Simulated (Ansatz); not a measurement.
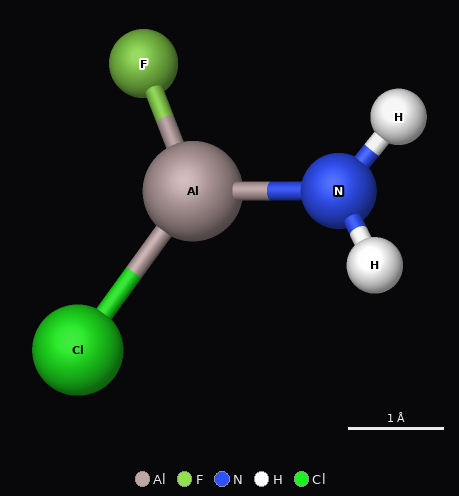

**Figure 1.** The starting structure (ball-and-stick view, seen at a tilt). Sticks mark near contacts. Bond lengths as drawn: Al–Cl 2.09 Å, Al–F 1.66 Å, Al–N 1.75 Å and H–N 1.01 Å.

# Molecular dynamics of AlNH2ClF

- system: AlNH2ClF
- method: RKS PBE0-D4/def2-SVP (Ansatz 0.2.0)

One setting was made poor on purpose. It belongs to a series of runs on one base structure; here: dynamics from the start.

What the program printed:
```
Engine: ansatz 0.2.0, aarch64-unknown-linux-gnu
Functional definition: PBE0
  parameter a = 0.25
  parameter kappa = 0.804
  parameter beta = 0.06672455060314922
  exchange = (1 - a)*pbe_x(kappa = kappa, mu = beta*pi^2/3) + a*exact_x
  correlation = pbe_c(beta = beta)
739 factors; integrals over basis functions are off by at most 4.5e-4 eV
mean field evaluation 1: about -23336.0048 eV, gradient 6.2e1 eV
mean field evaluation 2: about -23325.1178 eV, gradient 9.1e1 eV
mean field evaluation 4: about -23343.1364 eV, gradient 4.2e0 eV
mean field evaluation 8: about -23343.1834 eV, gradient 5.0e-2 eV
mean field -23343.18340279 eV, -857.8461674744 hartree, gradient 3.3e-5 eV, S^2 0.000000; 0 other end points of the search recorded, 0 dependent functions left out
the calculation of the forces begins
reference -23343.18342922 eV, -857.8461684458 hartree; 24, 24 occupied and 50, 50 virtual orbitals, 739 factors
md step     0: t =     0.00 fs  T =   416.7 K  F+E_penalty+E_count = -23343.27949168 eV  E_kin = 0.323150 eV  (24 SCF iters)
these checks for a lower state are left out or cut short: starts, cluster_reference, orbital_swaps, neighbouring_geometries, increment
739 factors; integrals over basis functions are off by at most 3.8e-4 eV
mean field evaluation 16: about -23343.0500 eV, gradient 4.4e0 eV
mean field -23343.11978205 eV, -857.8438294554 hartree, gradient 1.2e-5 eV, S^2 0.000000; 0 other end points of the search recorded, 0 dependent functions left out
[... from here on the field's lines of each further geometry are left out, up to the last ...]
md step     1: t =     3.00 fs  T =   429.1 K  F+E_penalty+E_count = -23343.21577030 eV  E_kin = 0.332809 eV  (28 SCF iters, 5 dispersion substeps)
md step     2: t =     6.00 fs  T =   326.4 K  F+E_penalty+E_count = -23343.01758115 eV  E_kin = 0.253136 eV  (29 SCF iters, 5 dispersion substeps)
md step     3: t =     9.00 fs  T =   384.2 K  F+E_penalty+E_count = -23342.84591704 eV  E_kin = 0.297992 eV  (28 SCF iters, 5 dispersion substeps)
md step     4: t =    12.00 fs  T =   517.8 K  F+E_penalty+E_count = -23341.82364848 eV  E_kin = 0.401583 eV  (28 SCF iters, 5 dispersion substeps)
md step     5: t =    15.00 fs  T =  1124.2 K  F+E_penalty+E_count = -23341.82229121 eV  E_kin = 0.871878 eV  (29 SCF iters, 5 dispersion substeps)
md step     6: t =    18.00 fs  T = 44329.8 K  F+E_penalty+E_count = -23335.01238378 eV  E_kin = 34.380431 eV  (33 SCF iters, 7 dispersion substeps)
md step     7: t =    21.00 fs  T = 226525.7 K  F+E_penalty+E_count = -23328.77727594 eV  E_kin = 175.684237 eV  (54 SCF iters, 41 dispersion substeps)
md step     8: t =    24.00 fs  T = 292363.9 K  F+E_penalty+E_count = -23318.83663541 eV  E_kin = 226.745726 eV  (81 SCF iters, 45 dispersion substeps)
md step     9: t =    27.00 fs  T = 278633.1 K  F+E_penalty+E_count = -23325.56406307 eV  E_kin = 216.096693 eV  (45 SCF iters, 35 dispersion substeps)
md step    10: t =    30.00 fs  T = 267205.1 K  F+E_penalty+E_count = -23325.98031217 eV  E_kin = 207.233594 eV  (78 SCF iters, 35 dispersion substeps)
md step    11: t =    33.00 fs  T = 249903.0 K  F+E_penalty+E_count = -23323.40402185 eV  E_kin = 193.814804 eV  (109 SCF iters, 35 dispersion substeps)
md step    12: t =    36.00 fs  T = 233230.6 K  F+E_penalty+E_count = -23322.53853967 eV  E_kin = 180.884354 eV  (55 SCF iters, 35 dispersion substeps)
md step    13: t =    39.00 fs  T = 220786.7 K  F+E_penalty+E_count = -23322.91472079 eV  E_kin = 171.233360 eV  (78 SCF iters, 35 dispersion substeps)
md step    14: t =    42.00 fs  T = 207203.2 K  F+E_penalty+E_count = -23323.00293547 eV  E_kin = 160.698508 eV  (96 SCF iters, 35 dispersion substeps)
md step    15: t =    45.00 fs  T = 194950.2 K  F+E_penalty+E_count = -23322.59971570 eV  E_kin = 151.195564 eV  (104 SCF iters, 35 dispersion substeps)
md step    16: t =    48.00 fs  T = 183661.1 K  F+E_penalty+E_count = -23322.05128267 eV  E_kin = 142.440221 eV  (165 SCF iters, 35 dispersion substeps)
md step    17: t =    51.00 fs  T = 172519.0 K  F+E_penalty+E_count = -23321.62515144 eV  E_kin = 133.798844 eV  (179 SCF iters, 35 dispersion substeps)
md step    18: t =    54.00 fs  T = 162687.1 K  F+E_penalty+E_count = -23321.30375171 eV  E_kin = 126.173615 eV  (148 SCF iters, 35 dispersion substeps)
md step    19: t =    57.00 fs  T = 152406.5 K  F+E_penalty+E_count = -23320.97694445 eV  E_kin = 118.200363 eV  (272 SCF iters, 35 dispersion substeps)
md step    20: t =    60.00 fs  T = 144315.1 K  F+E_penalty+E_count = -23320.62702666 eV  E_kin = 111.925046 eV  (283 SCF iters, 35 dispersion substeps)
md step    21: t =    63.00 fs  T = 135875.3 K  F+E_penalty+E_count = -23320.28313225 eV  E_kin = 105.379469 eV  (178 SCF iters, 35 dispersion substeps)
md step    22: t =    66.00 fs  T = 128219.6 K  F+E_penalty+E_count = -23319.98953270 eV  E_kin = 99.441955 eV  (165 SCF iters, 35 dispersion substeps)
md step    23: t =    69.00 fs  T = 120403.5 K  F+E_penalty+E_count = -23319.76943327 eV  E_kin = 93.380174 eV  (250 SCF iters, 35 dispersion substeps)
md step    24: t =    72.00 fs  T = 112728.2 K  F+E_penalty+E_count = -23319.63042115 eV  E_kin = 87.427455 eV  (151 SCF iters, 35 dispersion substeps)
md step    25: t =    75.00 fs  T = 106154.2 K  F+E_penalty+E_count = -23319.57383479 eV  E_kin = 82.328947 eV  (576 SCF iters, 35 dispersion substeps)
md step    26: t =    78.00 fs  T = 99536.7 K  F+E_penalty+E_count = -23319.58610806 eV  E_kin = 77.196688 eV  (246 SCF iters, 35 dispersion substeps)
md step    27: t =    81.00 fs  T = 93879.5 K  F+E_penalty+E_count = -23319.63707846 eV  E_kin = 72.809218 eV  (180 SCF iters, 35 dispersion substeps)
md step    28: t =    84.00 fs  T = 87648.7 K  F+E_penalty+E_count = -23319.65786604 eV  E_kin = 67.976834 eV  (186 SCF iters, 35 dispersion substeps)
md step    29: t =    87.00 fs  T = 81649.5 K  F+E_penalty+E_count = -23319.61364762 eV  E_kin = 63.324085 eV  (197 SCF iters, 35 dispersion substeps)
md step    30: t =    90.00 fs  T = 76737.1 K  F+E_penalty+E_count = -23319.53145847 eV  E_kin = 59.514224 eV  (184 SCF iters, 35 dispersion substeps)
md step    31: t =    93.00 fs  T = 72832.4 K  F+E_penalty+E_count = -23319.47640809 eV  E_kin = 56.485933 eV  (250 SCF iters, 35 dispersion substeps)
md step    32: t =    96.00 fs  T = 69595.8 K  F+E_penalty+E_count = -23319.51019499 eV  E_kin = 53.975696 eV  (246 SCF iters, 35 dispersion substeps)
md step    33: t =    99.00 fs  T = 64726.5 K  F+E_penalty+E_count = -23319.60541276 eV  E_kin = 50.199267 eV  (247 SCF iters, 29 dispersion substeps)
md step    34: t =   102.00 fs  T = 61378.2 K  F+E_penalty+E_count = -23319.70020741 eV  E_kin = 47.602500 eV  (235 SCF iters, 29 dispersion substeps)
md step    35: t =   105.00 fs  T = 58258.7 K  F+E_penalty+E_count = -23319.74308229 eV  E_kin = 45.183099 eV  (247 SCF iters, 29 dispersion substeps)
md step    36: t =   108.00 fs  T = 55079.5 K  F+E_penalty+E_count = -23319.74469692 eV  E_kin = 42.717429 eV  (269 SCF iters, 29 dispersion substeps)
md step    37: t =   111.00 fs  T = 52936.1 K  F+E_penalty+E_count = -23319.75374587 eV  E_kin = 41.055142 eV  (260 SCF iters, 29 dispersion substeps)
md step    38: t =   114.00 fs  T = 49997.3 K  F+E_penalty+E_count = -23319.80627802 eV  E_kin = 38.775934 eV  (258 SCF iters, 29 dispersion substeps)
md step    39: t =   117.00 fs  T = 46538.9 K  F+E_penalty+E_count = -23319.91760672 eV  E_kin = 36.093715 eV  (460 SCF iters, 29 dispersion substeps)
the calculation of the forces begins
reference -23320.02872830 eV, -856.9952488820 hartree; 24, 24 occupied and 50, 50 virtual orbitals, 728 factors
728 factors; integrals over basis functions are off by at most 5.3e-4 eV
mean field evaluation 1088: about -23276.5402 eV, gradient 7.1e1 eV
mean field evaluation 1120: about -23320.0286 eV, gradient 4.0e-3 eV
mean field evaluation 1152: about -23320.0238 eV, gradient 8.8e-2 eV
mean field evaluation 1184: about -23319.8090 eV, gradient 1.3e0 eV
mean field evaluation 1216: about -23320.0279 eV, gradient 4.8e-4 eV
mean field -23320.02866489 eV, -856.9952465517 hartree, gradient 1.4e-10 eV, S^2 0.000000; 8 other end points of the search recorded, 0 dependent functions left out
the calculation of the forces begins
reference -23320.02872830 eV, -856.9952488820 hartree; 24, 24 occupied and 50, 50 virtual orbitals, 728 factors
md step    40: t =   120.00 fs  T = 43468.6 K  F+E_penalty+E_count = -23320.07615042 eV  E_kin = 33.712516 eV  (862 SCF iters, 29 dispersion substeps)
```

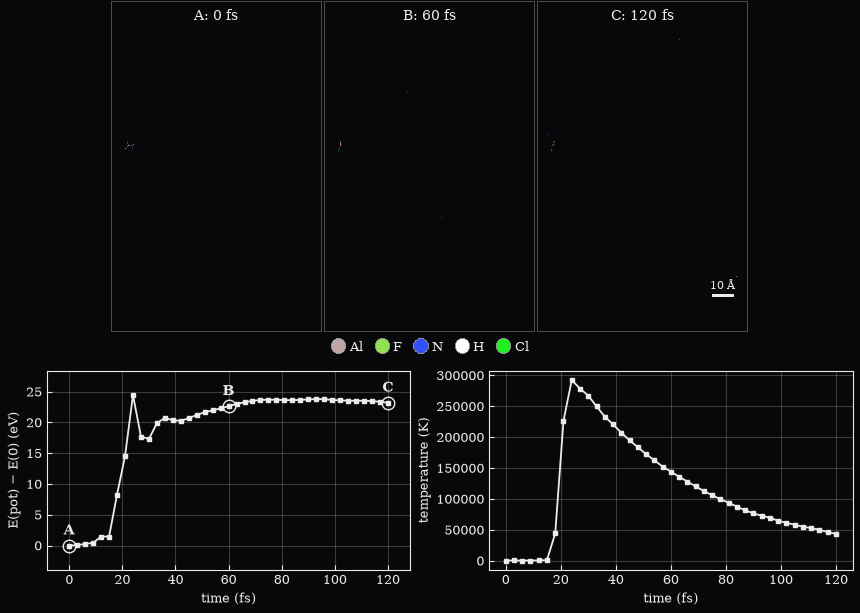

**Figure 2.** Frames of the molecular dynamics (ball-and-stick, seen on its broad side) above the curves, on which the letters mark them. The trajectory kept here has 41 frames over 120 fs. The temperature starts at 417 K, ranges from 326 to 292364 K and averages 83903 K over the second half. The potential energy ends 23.203 eV above its first value. After an unweighted best fit of the last frame on the first, the root-mean-square displacement is 50.10 Å, and H5 has moved furthest (91.46 Å).

```
Total energy: -23320.07621383 eV, -856.9969939428 hartree
Atom 0 at    -1.437993    -0.519625     0.713218 Å, force     0.428723     0.224002     0.139941 eV/Å
Atom 1 at    -0.132369    -1.118627     1.740004 Å, force    -1.707235     0.879345    -1.409126 eV/Å
Atom 2 at     2.258499     3.442302     5.439222 Å, force    -0.020541    -0.018665    -0.024856 eV/Å
Atom 3 at    70.897109   -37.951676     2.607360 Å, force    -0.000043     0.000029    -0.000110 eV/Å
Atom 4 at    30.368424    -8.735161  -108.596664 Å, force     0.000039    -0.000029     0.000111 eV/Å
Atom 5 at    -3.061220     0.941799    -0.966587 Å, force     1.299056    -1.084683     1.294039 eV/Å
Dipole moment:    -0.556152    -0.251202     0.477070 e Å
```

Trajectory as extended XYZ (Å, eV, eV/Å), 15 of the 41 frames kept, from step=0 to step=40:
```
6
Properties=species:S:1:pos:R:3:forces:R:3 step=0 time_fs=0.0 energy=-23343.27949 temperature=416.7
Al    0.0370   -0.0386   -0.0601    0.0023  -0.0030   0.0106
F    -0.0205   -0.5346    1.5204    0.0003  -0.0011   0.0015
N     1.5652    0.0056   -0.9121   -0.0022   0.0028  -0.0070
H     2.4590   -0.2557   -0.5129   -0.0019   0.0000   0.0017
H     1.6752    0.2982   -1.8757    0.0046  -0.0006  -0.0023
Cl   -1.7410    0.5250   -0.9946   -0.0031   0.0019  -0.0045
6
Properties=species:S:1:pos:R:3:forces:R:3 step=3 time_fs=9.0 energy=-23342.84592 temperature=384.2
Al    0.0046   -0.0445   -0.1035    1.9888  -0.2571   0.0827
F    -0.0013   -0.5554    1.4680   -0.0660  -0.0613   0.2253
N     1.6111   -0.0002   -0.9033   -0.2099  -1.5120   7.4510
H     2.4386   -0.4745   -0.4110   -1.7209   1.0694  -1.0822
H     1.7426    0.0453   -1.8092    1.0247   0.4038  -6.1116
Cl   -1.7391    0.5489   -0.9423   -1.0167   0.3571  -0.5652
6
Properties=species:S:1:pos:R:3:forces:R:3 step=6 time_fs=18.0 energy=-23335.01238 temperature=44329.8
Al    0.0299   -0.0558   -0.1422    1.1027  -0.2736   0.6702
F     0.0246   -0.5935    1.4225   -0.0648  -0.0525   0.1978
N     1.6181   -0.0349   -0.8864  -15.2031   3.3820  63.3079
H     2.4488   -0.5498   -0.4516   -1.8557   1.1092   0.2477
H     1.7920   -0.0897   -1.5030   16.8049  -4.4879 -63.8946
Cl   -1.7548    0.5743   -0.8835   -0.7839   0.3228  -0.5290
6
Properties=species:S:1:pos:R:3:forces:R:3 step=9 time_fs=27.0 energy=-23325.56406 temperature=278633.1
Al   -0.1160   -0.0712   -0.1510  -11.5740  -3.3593  -1.9086
F     0.0552   -0.6358    1.3920    0.3943  -0.6115   1.0839
N     1.3123    0.2626    0.1015   14.7027   2.9239   2.5547
H     8.3857   -3.8847   -0.2286   -0.0013   0.0013  -0.0067
H     5.6900   -1.1697  -15.8591    0.0012  -0.0012   0.0068
Cl   -1.7824    0.5982   -0.8315   -3.5229   1.0469  -1.7301
6
Properties=species:S:1:pos:R:3:forces:R:3 step=11 time_fs=33.0 energy=-23323.40402 temperature=249903.0
Al   -0.4664   -0.1347   -0.1437   16.7712  -4.6936   8.2266
F     0.0832   -0.6724    1.3891   -0.9658  -0.7020   0.0921
N     1.5367    0.6179    0.7063   -2.8277  -1.0600  -1.9691
H    14.2545   -7.2110    0.0625   -0.0011   0.0007  -0.0024
H     8.0668   -1.8689  -24.7893    0.0005  -0.0005   0.0025
Cl   -1.8392    0.6176   -0.8146  -12.9771   6.4553  -6.3497
6
Properties=species:S:1:pos:R:3:forces:R:3 step=14 time_fs=42.0 energy=-23323.00294 temperature=207203.2
Al   -0.6300   -0.3128    0.0197    2.1809   0.8971  -0.0218
F     0.1013   -0.7349    1.3985   -0.1073  -1.0847   1.4960
N     1.7754    1.0887    1.4763   -0.8629  -0.3557  -0.9194
H    22.4426  -11.8118    0.4640   -0.0004   0.0003  -0.0010
H    11.3889   -2.9005  -37.2451    0.0003  -0.0002   0.0010
Cl   -2.0842    0.7403   -0.8835   -1.2106   0.5432  -0.5548
6
Properties=species:S:1:pos:R:3:forces:R:3 step=17 time_fs=51.0 energy=-23321.62515 temperature=172519.0
Al   -0.6947   -0.4695    0.1921   -2.4366   2.4810  -3.3046
F     0.1366   -0.8311    1.4890    1.1909  -0.7441   2.3836
N     1.9382    1.4975    2.1080   -0.4154  -0.2918  -0.3819
H    29.9093  -16.0092    0.7896   -0.0002   0.0002  -0.0006
H    14.3883   -3.9606  -48.6499    0.0002  -0.0001   0.0006
Cl   -2.3605    0.8959   -0.9773    1.6612  -1.4452   1.3028
6
Properties=species:S:1:pos:R:3:forces:R:3 step=20 time_fs=60.0 energy=-23320.62703 temperature=144315.1
Al   -0.8034   -0.5501    0.2860   -0.0466   0.9911   0.5108
F     0.2115   -0.9400    1.6525   -1.2706   0.5512  -1.5441
N     2.0658    1.8695    2.6960   -0.2169  -0.2026  -0.1924
H    36.7478  -19.8732    1.1147   -0.0001   0.0001  -0.0004
H    16.9722   -5.0040  -59.1072    0.0001  -0.0001   0.0004
Cl   -2.5776    1.0040   -1.0402    1.5341  -1.3396   1.2257
6
Properties=species:S:1:pos:R:3:forces:R:3 step=23 time_fs=69.0 energy=-23319.76943 temperature=120403.5
Al   -0.9214   -0.6096    0.3800    1.0457   0.3782   1.5780
F     0.2550   -1.0368    1.7574   -2.2550   0.8980  -2.5739
N     2.1515    2.1846    3.2134   -0.1108  -0.1115  -0.1043
H    43.1005  -23.3940    1.4199   -0.0001   0.0001  -0.0003
H    19.3485   -5.9700  -68.6924    0.0001  -0.0001   0.0003
Cl   -2.7452    1.0447   -1.0860    1.3201  -1.1646   1.1002
6
Properties=species:S:1:pos:R:3:forces:R:3 step=26 time_fs=78.0 energy=-23319.58611 temperature=99536.7
Al   -1.0016   -0.6496    0.5102    0.9496   0.2618   1.1548
F     0.2082   -1.0870    1.7813   -2.0020   0.7794  -2.0769
N     2.1941    2.4704    3.6895   -0.0627  -0.0597  -0.0632
H    49.0220  -26.6994    1.6079   -0.0001   0.0001  -0.0002
H    21.5130   -6.7629  -77.3314    0.0001  -0.0001   0.0002
Cl   -2.8712    1.0607   -1.1156    1.1151  -0.9815   0.9854
6
Properties=species:S:1:pos:R:3:forces:R:3 step=29 time_fs=87.0 energy=-23319.61365 temperature=81649.5
Al   -1.0539   -0.6797    0.6402   -1.3825   1.0060  -1.2818
F     0.0976   -1.0965    1.7325    0.4380  -0.1125   0.4169
N     2.2107    2.7040    4.1311   -0.0434  -0.0387  -0.0458
H    54.4696  -29.6697    1.7787   -0.0001   0.0000  -0.0002
H    23.6176   -7.4487  -85.1375    0.0001   0.0000   0.0002
Cl   -2.9640    1.0473   -1.1171    0.9879  -0.8547   0.9108
6
Properties=species:S:1:pos:R:3:forces:R:3 step=31 time_fs=93.0 energy=-23319.47641 temperature=72832.4
Al   -1.0986   -0.6801    0.6854   -3.0473   1.6009  -2.7796
F     0.0303   -1.1002    1.7100    2.1083  -0.7360   1.9056
N     2.2262    2.8399    4.4045   -0.0358  -0.0315  -0.0390
H    57.8012  -31.4848    1.9455   -0.0001   0.0000  -0.0002
H    25.0090   -7.8009  -89.9397    0.0001   0.0000   0.0002
Cl   -3.0069    1.0295   -1.1077    0.9749  -0.8334   0.9131
6
Properties=species:S:1:pos:R:3:forces:R:3 step=34 time_fs=102.0 energy=-23319.70021 temperature=61378.2
Al   -1.2079   -0.6406    0.6986   -1.1024   0.8836  -1.0181
F    -0.0086   -1.1335    1.7315    0.0838   0.0240   0.0517
N     2.2347    3.0433    4.7781   -0.0280  -0.0245  -0.0319
H    62.5167  -33.8914    2.1788   -0.0001   0.0000  -0.0001
H    26.9748   -8.1848  -96.6832    0.0001   0.0000   0.0001
Cl   -3.0512    0.9997   -1.0788    1.0466  -0.8831   0.9984
6
Properties=species:S:1:pos:R:3:forces:R:3 step=37 time_fs=111.0 energy=-23319.75375 temperature=52936.1
Al   -1.3446   -0.5813    0.6914    0.7743   0.1043   0.4891
F    -0.0336   -1.1501    1.7614   -1.9260   0.9108  -1.6102
N     2.2484    3.2477    5.1223   -0.0230  -0.0205  -0.0271
H    66.8866  -36.0264    2.3980    0.0000   0.0000  -0.0001
H    28.7435   -8.4985 -102.8804    0.0000   0.0000   0.0001
Cl   -3.0718    0.9772   -1.0359    1.1747  -0.9945   1.1483
6
Properties=species:S:1:pos:R:3:forces:R:3 step=40 time_fs=120.0 energy=-23320.07615 temperature=43468.6
Al   -1.4380   -0.5196    0.7132    0.4287   0.2240   0.1399
F    -0.1324   -1.1186    1.7400   -1.7072   0.8793  -1.4091
N     2.2585    3.4423    5.4392   -0.0205  -0.0187  -0.0249
H    70.8971  -37.9517    2.6074    0.0000   0.0000  -0.0001
H    30.3684   -8.7352 -108.5967    0.0000   0.0000   0.0001
Cl   -3.0612    0.9418   -0.9666    1.2991  -1.0847   1.2940
```

The run was set up as follows.

Input:
```yaml
crystal:
  periodic: [false, false, false]
  atoms:
    - { symbol: Al, position_ang: [0.036993, -0.038627, -0.060147] }
    - { symbol: F, position_ang: [-0.0205, -0.534611, 1.520446] }
    - { symbol: "N", position_ang: [1.565174, 0.00565, -0.912075] }
    - { symbol: H, position_ang: [2.459037, -0.25568, -0.512909] }
    - { symbol: H, position_ang: [1.675192, 0.298246, -1.87568] }
    - { symbol: Cl, position_ang: [-1.740995, 0.525022, -0.994635] }
basis:
  gaussian: { orbitals: def2-SVP }
hamiltonian:
  xc: pbe0
  dispersion: d4
md:
  timestep: 3.0
  n_steps: 40
  ensemble: nvt_langevin
  temperature: 500.0
  initial_velocities: maxwell_boltzmann
  seed: 754742
  friction: 0.01
```

Run as:
```bash
ansatz run input.yaml --threads 1 --pin off --max-ram 2048MiB --backend cpu --events-out ev --progress --plain --runs-dir out
```

Results in brief:

| quantity | value |
| --- | --- |
| outcome | finished |
| mean temperature over the second half | 83903 K |
| trajectory | 40 steps, 120 fs |
| ensemble | nvt_langevin |
| temperature in the input | 500.0 K |
| time step | 3.0 fs |
| potential energy (last step) | −23320.0762 eV |
| mean-field energy (last step) | −23320.0287 eV |
| largest force (length of the vector) (last step) | 2.382 eV/Å |
| hardware | 1 thread of Arm Neoverse V1, 24 GiB of memory available, shared host |
| wall time | 5 min |
| peak memory | 0.17 GiB |

A deliberately poor setting: time step. So short a trajectory is not equilibrated. The logged temperature at the start can lie below the typed one, since it is counted over all degrees of freedom. The temperature stays far from the 500 K of the thermostat over the second half: the run isn't equilibrated. The integration failed: the conserved energy drifts or the temperature runs away, so the later frames and the averages aren't results; the time step is too long for this system.
